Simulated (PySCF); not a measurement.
Si(F)2(Me)(SiMe3), C4H12F2Si2, SMILES C[Si](C)(C)[Si](C)(F)F at its GFN2-xTB optimised geometry (Å):

```
20

C      2.3451    -1.2875     0.0000
Si     0.4343    -1.2875     0.0000
C     -0.1805    -2.2208     1.5504
C     -0.1796    -2.2201    -1.5512
Si    -0.4002     0.8689     0.0000
C     -2.2603     1.2253    -0.0037
F      0.2207     1.7219     1.2230
F      0.2264     1.7243    -1.2184
H      2.7375    -0.7776    -0.8755
H      2.7374    -0.7770     0.8752
H      2.7479    -2.2970     0.0004
H     -1.2639    -2.2982     1.5682
H      0.2169    -3.2309     1.5835
H      0.1260    -1.7198     2.4640
H      0.1275    -1.7189    -2.4646
H     -1.2630    -2.2976    -1.5698
H      0.2178    -3.2303    -1.5844
H     -2.4461     2.2970    -0.0058
H     -2.7479     0.8083     0.8724
H     -2.7450     0.8053    -0.8799
```

Method: PySCF with PBE0/def2-SVP. Cells within 0.4 Å of a nucleus heavier than hydrogen are left out (blank, or x).

Map of the Laplacian of the electron density (e/bohr⁵), clipped to [-1.50, 1.50] on the plane z = 0.0 Å:

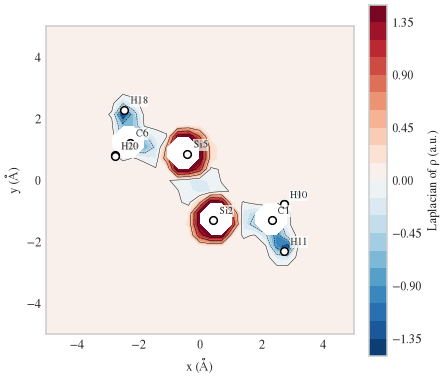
Laplacian of the electron density (e/bohr⁵), clipped to [-1.50, 1.50] on the plane z = 0.0 Å.
